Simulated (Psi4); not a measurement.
**SiNH4O− (SMILES N[SiH-]O): B3LYP/cc-pVDZ-F12 (sweep point 1)**

Aim: the energy change on altering one bond length of SiNH4O− at B3LYP/cc-pVDZ-F12 (sweep point 1), from 2 runs. Input form: a Python script.

The calculation is run with Psi4 1.11.

**1. The system as given**

SiNH4O−: 7 atoms, total charge -1, spin state singlet. SMILES: `N[SiH-]O`. The shape is that of a GFN2-xTB optimisation. This is one conformer, not always the lowest.

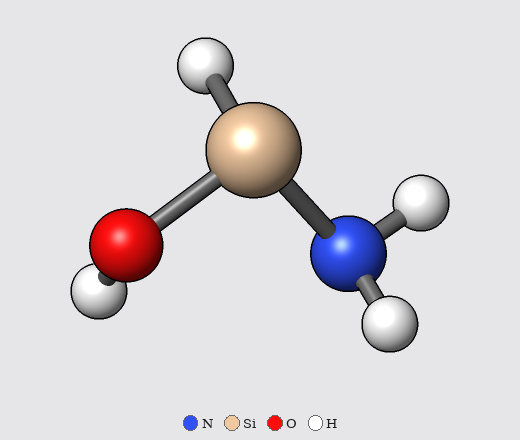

Viewed from a chosen angle; nitrogen blue, silicon light orange, oxygen red, hydrogen white.

**2. The energy at B3LYP/cc-pVDZ-F12 (sweep point 1)**

job.py

```python
import psi4

psi4.set_memory('1600 MB')
psi4.set_num_threads(1)
psi4.core.set_output_file('run.log', False)

m = psi4.geometry("""
-1 1
N     -1.77681499     0.15180170    -0.92587131
Si     0.77129172     1.18107883     1.18799523
O      3.26070353    -0.34311757    -0.14150269
H     -1.66573689     1.06918814    -2.61010862
H     -3.47197491     0.64199666    -0.17119029
H      0.01387059    -0.66724340     3.34118697
H      2.86867985    -2.03372326    -0.68050927
units bohr
symmetry c1
""")

psi4.set_options({
    'basis': 'cc-pVDZ-F12',
    'puream': True,
    'scf_type': 'pk',
    'dft_radial_points': 99,
    'dft_spherical_points': 590,
})

result = psi4.energy("B3LYP", molecule=m)
print('E =', round(result, 9))
```

Command:

```
python job.py
```

run.log:

```text
[...]
  Running in c1 symmetry.
[...]
  Nuclear repulsion =  108.376372024608187
[...]
  Multiplicity = 1
[...]
  Nalpha       = 17
  Nbeta        = 17
[...]
    Number of basis functions: 135
[...]
   @RKS iter   1:  -421.41442738324031   -1.22371e-01   8.98238e-03 DIIS/ADIIS
[...]
   @RKS iter  10:  -422.02501137066741   -5.15090e-08   4.82837e-07 DIIS
[...]
    Orbital Energies [Eh]
    ---------------------
    Doubly Occupied:
       1A    -65.882184     2A    -18.923579     3A    -14.104079
       4A     -5.050578     5A     -3.409915     6A     -3.408775
       7A     -3.405513     8A     -0.796157     9A     -0.649997
      10A     -0.334610    11A     -0.290647    12A     -0.261745
      13A     -0.169128    14A     -0.151671    15A     -0.112731
      16A     -0.096038    17A      0.026774
[...]
  @RKS Final Energy:  -422.02501137066741
   => Energetics <=
    Nuclear Repulsion Energy =            108.3763720246081874
    One-Electron Energy =                -804.7256527816870175
    Two-Electron Energy =                 305.1395325126118223
    DFT Exchange-Correlation Energy =     -30.8152631262003673
    Empirical Dispersion Energy =           0.0000000000000000
    VV10 Nonlocal Energy =                  0.0000000000000000
    Total Energy =                       -422.0250113706674142
[...]
 Multipole Moments:
 ------------------------------------------------------------------------------------
     Multipole            Electronic (a.u.)      Nuclear  (a.u.)        Total (a.u.)
 ------------------------------------------------------------------------------------
 L = 1.  Multiply by 2.5417464519 to convert [e a0] to [Debye]
 Dipole X            :          2.1052108           -2.5989123           -0.4937016
 Dipole Y            :          0.5372168           -1.4022256           -0.8650088
 Dipole Z            :         -0.1983308           -0.6211001           -0.8194310
 Magnitude           :                                                    1.2897475
[...]
```

On the terminal:

```text
E = -422.025011371
```

Run time: 29 s. Hardware: 1 thread of Intel Xeon Platinum 8488C (Sapphire Rapids), shared host; peak memory 1.2 GiB.

**3. The distorted shape, same level**

calc.py

```python
import psi4

psi4.set_memory(1600000000)
psi4.set_num_threads(1)
psi4.core.set_output_file('output.dat', False)

m = psi4.geometry("""
-1 1
N     -1.46317714     1.50436561    -0.49464148
Si     1.08492956     2.53364274     1.61922506
O      3.57434138     1.00944634     0.28972714
H     -1.35209904     2.42175206    -2.17887879
H     -3.15833707     1.99456057     0.26003954
H      0.32750843     0.68532052     3.77241680
H      2.86867985    -2.03372326    -0.68050927
units bohr
symmetry c1
""")

psi4.set_options({
    'basis': 'cc-pVDZ-F12',
    'puream': True,
    'scf_type': 'pk',
    'dft_radial_points': 99,
    'dft_spherical_points': 590,
})

E = psi4.energy('B3LYP', molecule=m)
print('E =', round(E, 9))
for k, v in sorted(psi4.core.scalar_variables().items()):
    print(f'{k:45s} {v:18.10f}')
```

Command:

```
python calc.py
```

output.dat:

```text
[...]
  Running in c1 symmetry.
[...]
  Nuclear repulsion =  105.569667488286214
[...]
  Multiplicity = 1
[...]
  Nalpha       = 17
  Nbeta        = 17
[...]
    Number of basis functions: 135
[...]
   @RKS iter   1:  -421.10166222780276   -5.19788e-02   9.53014e-03 DIIS/ADIIS
[...]
   @RKS iter  12:  -421.91913906525781   -1.13426e-08   1.49569e-07 DIIS
[...]
    Orbital Energies [Eh]
    ---------------------
    Doubly Occupied:
       1A    -65.903948     2A    -18.920285     3A    -14.124185
       4A     -5.071730     5A     -3.430224     6A     -3.429861
       7A     -3.428119     8A     -0.707275     9A     -0.663703
      10A     -0.306408    11A     -0.291327    12A     -0.187694
      13A     -0.157296    14A     -0.129958    15A     -0.100906
      16A     -0.081727    17A     -0.002860
[...]
  @RKS Final Energy:  -421.91913906525781
   => Energetics <=
    Nuclear Repulsion Energy =            105.5696674882862141
    One-Electron Energy =                -799.1652798785112282
    Two-Electron Energy =                 302.3460394518530734
    DFT Exchange-Correlation Energy =     -30.6695661268858828
    Empirical Dispersion Energy =           0.0000000000000000
    VV10 Nonlocal Energy =                  0.0000000000000000
    Total Energy =                       -421.9191390652578093
[...]
 Multipole Moments:
 ------------------------------------------------------------------------------------
     Multipole            Electronic (a.u.)      Nuclear  (a.u.)        Total (a.u.)
 ------------------------------------------------------------------------------------
 L = 1.  Multiply by 2.5417464519 to convert [e a0] to [Debye]
 Dipole X            :          1.4303734           -2.7443245           -1.3139511
 Dipole Y            :          2.7363487           -2.0293158            0.7070329
 Dipole Z            :          0.7333812           -0.8210316           -0.0876504
 Magnitude           :                                                    1.4946724
[...]
```

Standard output:

```text
E = -421.919139065
CURRENT ENERGY                                   -421.9191390653
CURRENT REFERENCE ENERGY                         -421.9191390653
DD SOLVATION ENERGY                                 0.0000000000
DFT FUNCTIONAL TOTAL ENERGY                      -421.9191390653
DFT TOTAL ENERGY                                 -421.9191390653
DFT VV10 ENERGY                                     0.0000000000
DFT XC ENERGY                                     -30.6695661269
GRID ELECTRONS ALPHA                               17.0000004086
GRID ELECTRONS BETA                                17.0000004086
GRID ELECTRONS TOTAL                               34.0000008172
NUCLEAR REPULSION ENERGY                          105.5696674883
ONE-ELECTRON ENERGY                              -799.1652798785
PCM POLARIZATION ENERGY                             0.0000000000
PE ENERGY                                           0.0000000000
SCF ITERATION ENERGY                             -421.9191390653
SCF ITERATIONS                                     12.0000000000
SCF TOTAL ENERGY                                 -421.9191390653
TWO-ELECTRON ENERGY                               302.3460394519
XC GRID RADIAL POINTS                              99.0000000000
XC GRID SPHERICAL POINTS                          590.0000000000
XC GRID TOTAL POINTS                           394815.0000000000
```

It took 32 s on 1 thread of Intel Xeon Platinum 8488C (Sapphire Rapids), shared host; peak memory 1.2 GiB.

**4. What came out**

Level: B3LYP/cc-pVDZ-F12 (sweep point 1).

```
                                                              quantity          value
                                             first shape: total energy  -422.02501 Eh
                                              first shape: HOMO energy        0.73 eV
                                              first shape: LUMO energy        3.30 eV
    first shape: HOMO–LUMO gap (to an unbound level, set by the basis)        2.57 eV
                                         distorted shape: total energy  -421.91914 Eh
                                          distorted shape: HOMO energy       -0.08 eV
                                          distorted shape: LUMO energy        2.20 eV
distorted shape: HOMO–LUMO gap (to an unbound level, set by the basis)        2.28 eV
     energy change with the O3–H7 bond stretched from 0.962 to 1.731 Å       2.881 eV
```

What this shows: With the O3–H7 bond stretched from 0.962 to 1.731 Å the energy rises by 2.88 eV (66 kcal/mol). The first shape isn't relaxed at this level, so the change isn't measured from a minimum. The HOMO (first shape) lies at positive energy, 0.73 eV; only total energies tell whether the electron is bound.
